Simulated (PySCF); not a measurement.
Molecule: Sn(H)2(NHMe)2, C2H10N2Sn, SMILES C[NH][SnH2][NH]C. Atoms near the plane z = 0.0 Å, at the GFN2-xTB optimised geometry (x, y, z in Å): Sn1 (-0.6, -0.8, 0.0), H6 (1.1, -0.8, 0.0), H7 (-1.1, 0.8, 0.0).

Computed with PBE0/def2-TZVP, def2 effective core potentials past Kr (PySCF). The core electrons that the potentials of Sn replace are not part of the density. Cells within 0.4 Å of a nucleus heavier than hydrogen are left out (blank, or x). The values are rescaled to run from 0 to 1.

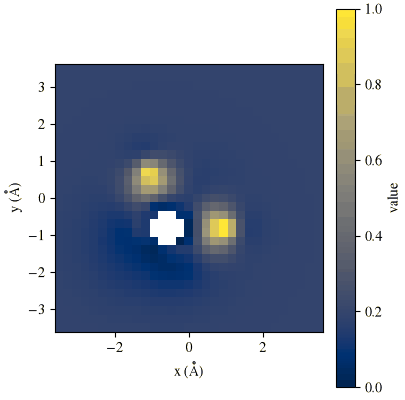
Fig. 1. a field on the plane z = 0.0 Å.

**Question.** Which quantity is mapped?
A. deformation density (molecule minus spherical neutral atoms)
B. electrostatic potential
C. Laplacian of the electron density
D. electron localisation function

**Answer.** A, deformation density (molecule minus spherical neutral atoms). In full: deformation density (molecule minus spherical neutral atoms) (e/bohr³).
